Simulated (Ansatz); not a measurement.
```xyz
15

C     0.5291   -0.0044    1.4399
C     0.6806    1.5210    1.3361
C    -0.9516   -0.3770    1.2690
C     1.3487   -0.6699    0.3238
Li    1.4923   -0.9251    4.0698
O     0.9768   -0.4326    2.6623
H     0.1026    2.0058    2.1388
H     0.3333    1.9174    0.3680
H     1.7389    1.7974    1.4664
H    -1.3615   -0.0536    0.2982
H    -1.0703   -1.4691    1.3510
H    -1.5456    0.0894    2.0709
H     2.4135   -0.4147    0.4440
H     1.2526   -1.7648    0.3966
H     1.0269   -0.3578   -0.6832
```

Geometry: PBE0-D3(BJ)/def2-SVP.

Theory: Ansatz, isolated molecule in a Gaussian basis; Kohn-Sham density functional theory, functional PBE0.

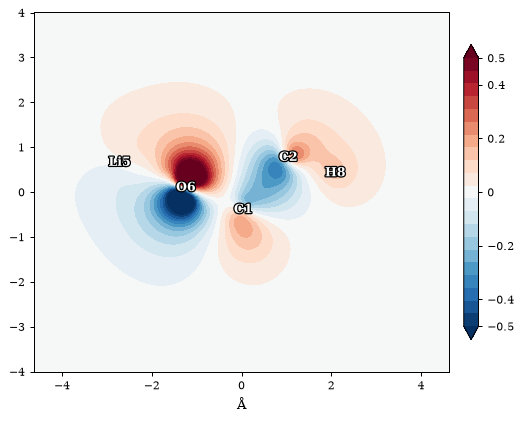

C4H9LiO (SMILES [Li][O]C(C)(C)C). The HOMO on the plane of atoms C2, C1 and O6 (values in Å⁻³ᐟ²; the overall sign is arbitrary).

Question: What is the character of this orbital?

Answer: Its weight (Hirshfeld) is mainly on O6 (about 65 %) and C1 (about 10 %). It is one of a degenerate set, so its orientation is arbitrary. Its energy is −5.90 eV.
